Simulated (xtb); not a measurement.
**Geometry relaxation of CH6O2Si (part 4 of 5)**

CH6O2Si; GFN1-xTB, ALPB solvent methanol (xtb 6.7.1). The geometry comes from this level: GFN2-xTB.

Geometry of the input (Å):
```
O  -0.7435  0.0707  -1.3978
C  -0.3924  0.5207  -0.1118
O  0.5490  1.5673  -0.1764
Si 0.2688  -1.0311  0.8035
H  -1.0924  0.8044  -1.9198
H  -1.2609  0.9746  0.3850
H  1.3522  1.2336  -0.5931
H  -0.7858  -2.0385  0.8078
H  0.6617  -0.6203  2.1519
H  1.4433  -1.4814  0.0508
```

The program's output, continued
```
 ---------------------------------------------------------------------------
     1   8 O    2.214 --     5 H    0.803     2 C    0.786     4 Si   0.561
     2   6 C    3.658 --     3 O    0.981     6 H    0.968     4 Si   0.873
                             1 O    0.786
     3   8 O    1.933 --     2 C    0.981     7 H    0.853
     4  14 Si   4.313 --    10 H    0.942     8 H    0.942     9 H    0.929
                             2 C    0.873     1 O    0.561
     5   1 H    0.840 --     1 O    0.803
     6   1 H    1.018 --     2 C    0.968
     7   1 H    0.871 --     3 O    0.853
     8   1 H    0.992 --     4 Si   0.942
     9   1 H    0.981 --     4 Si   0.929
    10   1 H    0.992 --     4 Si   0.942
 ---------------------------------------------------------------------------
Molecule has no symmetry elements
It seems to be the C1 point group

Topologies differ in total number of bonds
Writing topology from bond orders to xtbtopo.mol

 dipole moment from electron density (au)
     X       Y       Z
  -0.1305   0.3333  -1.2854  total (Debye):    3.392

           -------------------------------------------------
          |                Geometry Summary                 |
           -------------------------------------------------

      molecular mass/u    :       78.1426890
   center of mass at/Å    :       -0.0092579       0.0806242      -0.0182219
  moments of inertia/u·Å² :        0.4788083E+02   0.1165130E+03   0.1442239E+03
rotational constants/cm⁻¹ :        0.3520747E+00   0.1446845E+00   0.1168851E+00

 * 9 selected distances

     #   Z          #   Z                                           value/Å
     1   8 O        2   6 C                                       1.4937392
     2   6 C        3   8 O                                       1.3956372
     2   6 C        4  14 Si                                      1.9040651 (max)
     1   8 O        5   1 H                                       0.9588225 (min)
     2   6 C        6   1 H                                       1.1005522
     3   8 O        7   1 H                                       0.9638062
     4  14 Si       8   1 H                                       1.4494376
     4  14 Si       9   1 H                                       1.4819346
     4  14 Si      10   1 H                                       1.4473758

 * 5 distinct bonds (by element types)

   Z      Z             #   av. dist./Å        max./Å        min./Å
   1 H    6 C           1     1.1005522     1.1005522     1.1005522
   1 H    8 O           2     0.9613144     0.9638062     0.9588225
   6 C    8 O           2     1.4446882     1.4937392     1.3956372
   1 H   14 Si          3     1.4595827     1.4819346     1.4473758
   6 C   14 Si          1     1.9040651     1.9040651     1.9040651

           -------------------------------------------------
          |               Frequency Printout                |
           -------------------------------------------------
 projected vibrational frequencies (cm⁻¹)
eigval :       -0.00    -0.00    -0.00    -0.00     0.00     0.00
eigval :      166.97   243.69   274.42   294.33   367.78   484.34
eigval :      597.97   642.71   669.55   775.31   849.08   945.47
eigval :      964.91  1007.69  1081.42  1147.41  1254.27  1386.90
eigval :     2043.48  2215.61  2226.45  2957.34  3636.82  3638.09
 reduced masses (amu)
   1: 18.97   2: 18.39   3: 17.60   4: 15.17   5: 15.24   6: 17.59   7:  8.83   8: 10.04
   9:  7.55  10:  5.69  11:  7.17  12: 12.65  13: 12.98  14:  2.69  15:  6.63  16:  4.45
  17: 12.32  18:  3.87  19:  1.86  20:  1.56  21:  4.49  22:  8.76  23:  5.97  24:  3.10
  25:  1.80  26:  1.64  27:  1.89  28:  1.78  29:  1.87  30:  1.88
 IR intensities (km·mol⁻¹)
   1:  5.25   2:  0.13   3:  0.95   4:  0.60   5:  0.77   6:  3.95   7: 47.50   8: 60.98
   9: 38.71  10:343.86  11:335.19  12:110.66  13:171.27  14: 54.28  15:166.92  16:426.23
  17:205.74  18:142.39  19:377.58  20:113.06  21:277.84  22: 15.49  23: 88.70  24: 36.81
  25:385.70  26:210.57  27:299.87  28: 44.92  29: 75.58  30: 73.55
 Raman intensities (Ä⁴*amu⁻¹)
   1:  0.00   2:  0.00   3:  0.00   4:  0.00   5:  0.00   6:  0.00   7:  0.00   8:  0.00
   9:  0.00  10:  0.00  11:  0.00  12:  0.00  13:  0.00  14:  0.00  15:  0.00  16:  0.00
  17:  0.00  18:  0.00  19:  0.00  20:  0.00  21:  0.00  22:  0.00  23:  0.00  24:  0.00
  25:  0.00  26:  0.00  27:  0.00  28:  0.00  29:  0.00  30:  0.00
 output can be read by thermo (or use thermo option).
 writing <g98.out> molden fake output.
 recommended (thermochemical) frequency scaling factor: 1.0
           -------------------------------------------------
          |             Thermodynamic Functions             |
           -------------------------------------------------

c1  symmetry found (for desy threshold:  0.10E+00) used in thermo

          ...................................................
          :                      SETUP                      :
          :.................................................:
          :  # frequencies                          24      :
          :  # imaginary freq.                       0      :
          :  linear?                             false      :
          :  only rotor calc.                    false      :
          :  symmetry                               c1      :
          :  rotational number                       1      :
          :  scaling factor                  1.0000000      :
          :  rotor cutoff                   50.0000000 cm⁻¹ :
          :  imag. cutoff                  -20.0000000 cm⁻¹ :
          :.................................................:

    mode    ω/cm⁻¹     T·S(HO)/kcal·mol⁻¹    T·S(FR)/kcal·mol⁻¹   T·S(vib)
   ------------------------------------------------------------------------
       1    166.97    -0.73621 ( 99.20%)    -0.69904 (  0.80%)    -0.73591
       2    243.69    -0.52945 ( 99.82%)    -0.58714 (  0.18%)    -0.52955
       3    274.42    -0.46756 ( 99.89%)    -0.55198 (  0.11%)    -0.46765
       4    294.33    -0.43200 ( 99.92%)    -0.53124 (  0.08%)    -0.43208
   ------------------------------------------------------------------------

   temp. (K)  partition function   enthalpy   heat capacity  entropy
                                   cal/mol     cal/K/mol   cal/K/mol   J/K/mol
 298.15  VIB   7.84                 2094.042     16.076     11.116
         ROT  0.685E+05              888.752      2.981     25.109
         INT  0.537E+06             2982.795     19.057     36.225
         TR   0.668E+27             1481.254      4.968     38.965
         TOT                        4464.0487    24.0251    75.1903   314.5964

       T/K    H(0)-H(T)+PV         H(T)/Eh          T*S/Eh         G(T)/Eh
   ------------------------------------------------------------------------
    298.15    0.711391E-02    0.751674E-01    0.357254E-01    0.394420E-01
   ------------------------------------------------------------------------

         :::::::::::::::::::::::::::::::::::::::::::::::::::::
         ::                  THERMODYNAMIC                  ::
         :::::::::::::::::::::::::::::::::::::::::::::::::::::
         :: total free energy         -16.583750205243 Eh   ::
         ::.................................................::
         :: total energy              -16.623192225968 Eh   ::
         :: zero point energy           0.068053459557 Eh   ::
         :: G(RRHO) w/o ZPVE           -0.028611438833 Eh   ::
         :: G(RRHO) contrib.            0.039442020725 Eh   ::
         :::::::::::::::::::::::::::::::::::::::::::::::::::::

optimized geometry written to: xtbopt.xyz

           -------------------------------------------------
          | TOTAL ENERGY              -16.623192225968 Eh   |
          | TOTAL ENTHALPY            -16.548024852006 Eh   |
          | TOTAL FREE ENERGY         -16.583750205243 Eh   |
          | GRADIENT NORM               0.000780358597 Eh/α |
          | HOMO-LUMO GAP               6.356241138004 eV   |
           -------------------------------------------------

------------------------------------------------------------------------
------------------------------------------------------------------------
 total:
 *  cpu-time:     0 d,  0 h,  0 min,  0.386 sec
 * ratio c/w:     1.000 speedup
 SCF:
 *  cpu-time:     0 d,  0 h,  0 min,  0.006 sec
 * ratio c/w:     0.997 speedup
 ANC optimizer:
 *  cpu-time:     0 d,  0 h,  0 min,  0.095 sec
 * ratio c/w:     0.999 speedup
 analytical hessian:
 *  cpu-time:     0 d,  0 h,  0 min,  0.280 sec
 * ratio c/w:     1.000 speedup
```

File xtbopt.xyz
```
10
 energy: -16.623192228179 gnorm: 0.000780362038 xtb: 6.7.1
O           -0.61492445035667       -0.19292914276968       -1.01249819110716
C           -0.35650815764689        0.76954965081072        0.10020658676853
O            0.48253648512667        1.79976604761528       -0.32694793167751
Si           0.19144507586013       -0.96965344457229        0.64827858862443
H           -0.86676918527491        0.16969193465069       -1.86362723014880
H           -1.31674116603771        1.24460859472795        0.35217184819880
H            1.37432320173153        1.47948917064784       -0.50319053658381
H           -0.92862198203496       -1.88795246147377        0.70346500143485
H            0.71013910276682       -0.99825437499864        2.03617927045240
H            1.32509107586601       -1.41431597448099       -0.13403740585705
```

Standard error
```
normal termination of xtb
```

Trajectory as extended XYZ (Å, eV, eV/Å), 19 frames, from step=0 to step=18
```
10
Properties=species:S:1:pos:R:3 step=0 energy=-451.89934
O    -0.7435    0.0707   -1.3978
C    -0.3924    0.5207   -0.1118
O     0.5490    1.5673   -0.1764
Si    0.2688   -1.0311    0.8035
H    -1.0924    0.8044   -1.9198
H    -1.2609    0.9746    0.3850
H     1.3522    1.2336   -0.5931
H    -0.7858   -2.0385    0.8078
H     0.6617   -0.6203    2.1519
H     1.4433   -1.4814    0.0508
10
Properties=species:S:1:pos:R:3 step=1 energy=-451.96990
O    -0.7454    0.0579   -1.3788
C    -0.4164    0.5550   -0.0908
O     0.5603    1.5867   -0.1690
Si    0.2679   -1.0111    0.7808
H    -1.0765    0.7717   -1.9394
H    -1.3057    1.0416    0.3647
H     1.3537    1.2493   -0.6016
H    -0.7489   -2.0528    0.8228
H     0.6748   -0.6833    2.1441
H     1.4361   -1.5149    0.0673
10
Properties=species:S:1:pos:R:3 step=2 energy=-452.02342
O    -0.7229    0.0101   -1.3262
C    -0.4349    0.5878   -0.0436
O     0.5747    1.6026   -0.1512
Si    0.2564   -0.9999    0.7721
H    -1.0288    0.6862   -1.9531
H    -1.3428    1.1204    0.3460
H     1.3503    1.2650   -0.6166
H    -0.7464   -2.0522    0.8085
H     0.6951   -0.7414    2.1414
H     1.3994   -1.4787    0.0228
10
Properties=species:S:1:pos:R:3 step=3 energy=-452.08685
O    -0.6690   -0.0813   -1.2200
C    -0.4531    0.6448    0.0394
O     0.5905    1.6371   -0.1256
Si    0.2325   -0.9830    0.7530
H    -0.9435    0.5174   -1.9569
H    -1.3821    1.2321    0.3218
H     1.3345    1.2977   -0.6449
H    -0.7727   -2.0273    0.7680
H     0.7218   -0.8339    2.1307
H     1.3410   -1.4035   -0.0655
10
Properties=species:S:1:pos:R:3 step=4 energy=-452.15173
O    -0.6321   -0.1219   -1.1640
C    -0.4418    0.6673    0.0737
O     0.5945    1.6592   -0.1182
Si    0.2185   -0.9832    0.7309
H    -0.9183    0.4303   -1.9239
H    -1.3738    1.2514    0.3126
H     1.3214    1.3277   -0.6675
H    -0.8139   -1.9972    0.7425
H     0.7153   -0.8648    2.1074
H     1.3302   -1.3688   -0.0935
10
Properties=species:S:1:pos:R:3 step=5 energy=-452.23922
O    -0.5942   -0.1425   -1.0985
C    -0.4048    0.6945    0.0900
O     0.5772    1.6966   -0.1425
Si    0.1974   -0.9801    0.6937
H    -0.9093    0.3434   -1.8524
H    -1.3233    1.2250    0.2973
H     1.2894    1.3635   -0.6902
H    -0.8820   -1.9447    0.7092
H     0.7008   -0.9071    2.0760
H     1.3487   -1.3486   -0.0826
10
Properties=species:S:1:pos:R:3 step=6 energy=-452.24167
O    -0.5451   -0.2014   -0.9925
C    -0.3899    0.7579    0.1456
O     0.5667    1.7607   -0.1694
Si    0.1824   -0.9615    0.6718
H    -0.8666    0.1905   -1.8319
H    -1.3313    1.2890    0.2776
H     1.2657    1.4051   -0.7145
H    -0.9224   -1.8973    0.6550
H     0.7114   -1.0162    2.0773
H     1.3289   -1.3270   -0.1191
10
Properties=species:S:1:pos:R:3 step=7 energy=-452.29017
O    -0.5661   -0.1557   -1.0365
C    -0.3867    0.7385    0.1189
O     0.5588    1.7497   -0.1831
Si    0.1966   -0.9776    0.6863
H    -0.8902    0.2674   -1.8410
H    -1.3358    1.2635    0.2863
H     1.2736    1.3894   -0.7125
H    -0.8973   -1.9259    0.6891
H     0.6937   -0.9842    2.0850
H     1.3533   -1.3651   -0.0927
10
Properties=species:S:1:pos:R:3 step=8 energy=-452.30248
O    -0.5653   -0.1529   -1.0317
C    -0.3761    0.7478    0.1145
O     0.5490    1.7682   -0.2084
Si    0.1976   -0.9740    0.6870
H    -0.8958    0.2556   -1.8374
H    -1.3276    1.2526    0.3059
H     1.2778    1.3975   -0.7118
H    -0.9000   -1.9186    0.6773
H     0.6845   -0.9953    2.0871
H     1.3559   -1.3808   -0.0824
10
Properties=species:S:1:pos:R:3 step=9 energy=-452.31832
O    -0.5554   -0.1543   -1.0179
C    -0.3486    0.7698    0.1065
O     0.5145    1.8187   -0.2733
Si    0.1985   -0.9688    0.6843
H    -0.8980    0.2111   -1.8353
H    -1.3165    1.2353    0.3500
H     1.2978    1.4249   -0.6826
H    -0.9136   -1.8985    0.6676
H     0.6707   -1.0269    2.0823
H     1.3506   -1.4112   -0.0816
10
Properties=species:S:1:pos:R:3 step=10 energy=-452.32380
O    -0.5570   -0.1618   -1.0176
C    -0.3495    0.7677    0.1065
O     0.5113    1.8149   -0.2705
Si    0.1985   -0.9687    0.6774
H    -0.8942    0.2004   -1.8391
H    -1.3131    1.2349    0.3556
H     1.3035    1.4363   -0.6701
H    -0.9218   -1.8894    0.6702
H     0.6740   -1.0254    2.0743
H     1.3482   -1.4089   -0.0867
10
Properties=species:S:1:pos:R:3 step=11 energy=-452.33109
O    -0.5638   -0.1746   -1.0192
C    -0.3471    0.7657    0.1027
O     0.4935    1.8171   -0.2840
Si    0.1964   -0.9685    0.6662
H    -0.8854    0.1763   -1.8520
H    -1.3091    1.2322    0.3671
H     1.3286    1.4685   -0.6238
H    -0.9356   -1.8751    0.6843
H     0.6865   -1.0293    2.0610
H     1.3360   -1.4122   -0.1023
10
Properties=species:S:1:pos:R:3 step=12 energy=-452.33482
O    -0.5756   -0.1819   -1.0170
C    -0.3480    0.7635    0.1044
O     0.4864    1.8138   -0.2912
Si    0.1953   -0.9731    0.6579
H    -0.8787    0.1680   -1.8580
H    -1.3104    1.2343    0.3649
H     1.3464    1.4867   -0.5890
H    -0.9397   -1.8746    0.6936
H     0.6933   -1.0178    2.0493
H     1.3310   -1.4189   -0.1148
10
Properties=species:S:1:pos:R:3 step=13 energy=-452.33742
O    -0.5897   -0.1856   -1.0176
C    -0.3507    0.7641    0.1036
O     0.4834    1.8101   -0.3017
Si    0.1924   -0.9732    0.6545
H    -0.8744    0.1686   -1.8620
H    -1.3136    1.2374    0.3563
H     1.3599    1.4936   -0.5586
H    -0.9358   -1.8805    0.7013
H     0.7025   -1.0123    2.0471
H     1.3259   -1.4221   -0.1229
10
Properties=species:S:1:pos:R:3 step=14 energy=-452.33894
O    -0.6024   -0.1882   -1.0131
C    -0.3518    0.7686    0.1043
O     0.4823    1.8089   -0.3140
Si    0.1920   -0.9738    0.6494
H    -0.8719    0.1676   -1.8625
H    -1.3154    1.2393    0.3543
H     1.3688    1.4904   -0.5317
H    -0.9321   -1.8857    0.7014
H     0.7037   -1.0003    2.0400
H     1.3268   -1.4269   -0.1280
10
Properties=species:S:1:pos:R:3 step=15 energy=-452.33930
O    -0.6088   -0.1884   -1.0135
C    -0.3554    0.7698    0.1035
O     0.4860    1.8024   -0.3165
Si    0.1907   -0.9717    0.6498
H    -0.8696    0.1738   -1.8617
H    -1.3179    1.2425    0.3484
H     1.3682    1.4802   -0.5222
H    -0.9266   -1.8920    0.7023
H     0.7072   -0.9957    2.0401
H     1.3262   -1.4209   -0.1301
10
Properties=species:S:1:pos:R:3 step=16 energy=-452.33958
O    -0.6163   -0.1921   -1.0147
C    -0.3568    0.7716    0.0993
O     0.4814    1.8008   -0.3285
Si    0.1904   -0.9679    0.6476
H    -0.8680    0.1706   -1.8642
H    -1.3181    1.2431    0.3498
H     1.3767    1.4771   -0.4954
H    -0.9262   -1.8902    0.7045
H     0.7135   -0.9954    2.0369
H     1.3232   -1.4176   -0.1353
10
Properties=species:S:1:pos:R:3 step=17 energy=-452.33999
O    -0.6128   -0.1917   -1.0129
C    -0.3559    0.7704    0.1011
O     0.4827    1.8017   -0.3243
Si    0.1915   -0.9696    0.6481
H    -0.8679    0.1696   -1.8637
H    -1.3168    1.2436    0.3521
H     1.3726    1.4795   -0.5081
H    -0.9285   -1.8880    0.7027
H     0.7095   -0.9985    2.0374
H     1.3257   -1.4170   -0.1326
10
Properties=species:S:1:pos:R:3 step=18 energy=-452.34010
O    -0.6149   -0.1929   -1.0125
C    -0.3565    0.7695    0.1002
O     0.4825    1.7998   -0.3269
Si    0.1915   -0.9697    0.6483
H    -0.8668    0.1697   -1.8636
H    -1.3168    1.2446    0.3522
H     1.3743    1.4795   -0.5032
H    -0.9286   -1.8880    0.7035
H     0.7101   -0.9982    2.0362
H     1.3251   -1.4143   -0.1340
```

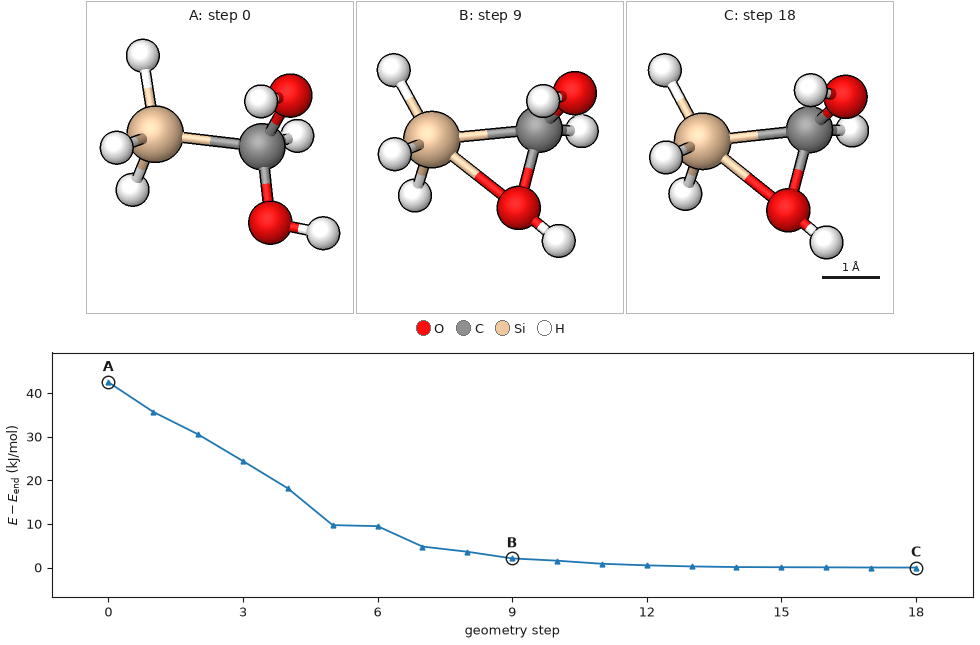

*Frames of the relaxation (ball-and-stick view, seen at a tilt) above the curves, on which the letters mark them (steps are counted from 0).*
